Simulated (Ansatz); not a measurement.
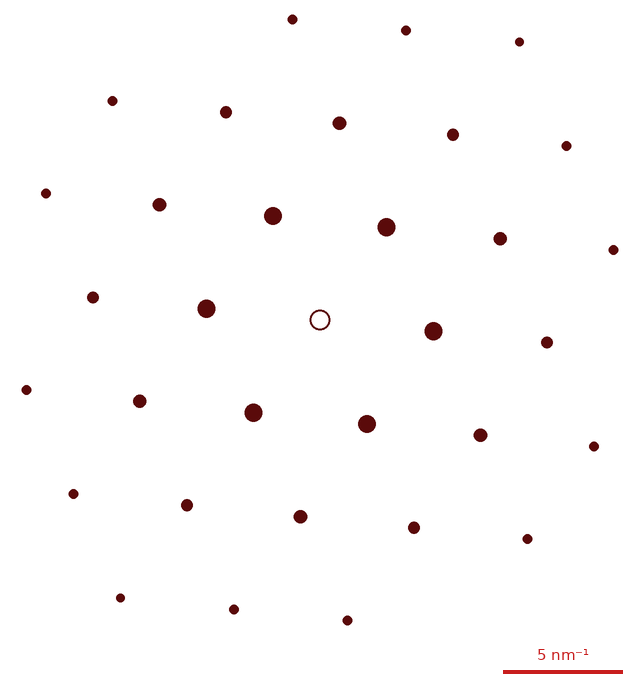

The pattern is a kinematic simulation for 120 kV electrons (no multiple scattering; isotropic B = 0.5 Å²).

Phase: YbC, space group Pm-3m (No. 221), a = 2.938 Å. Structure: the input geometry of an electronic-structure calculation (not necessarily at equilibrium); the starting structure was generated, so it need not be a known form of this composition.

| atom | site | symmetry | x | y | z |
| --- | --- | --- | --- | --- | --- |
| Yb | 1a | m-3m | 0.0000 | 0.0000 | 0.0000 |
| C | 1b | m-3m | 0.5000 | 0.5000 | 0.5000 |

Question: Which low-index zone axis gives this pattern?

Answer: The spots form a hexagonal net with both shortest vectors at d = 2.08 Å, 60.0° apart. They index as -1 1 0 and -1 0 1, so the zone axis is [111] (or an equivalent direction of <111>).

Question: List the strongest reflections.

Answer: Strongest reflections with d > 0.80 Å, one of each family (|F|² from tabulated Gaussian fits of the electron scattering factors, times a small damping for the curvature of the Ewald sphere):

```tsv
hkl	d (Å)	I (strongest = 100)
1 0 -1	2.078	100
2 -1 -1	1.199	31
2 0 -2	1.039	21
```
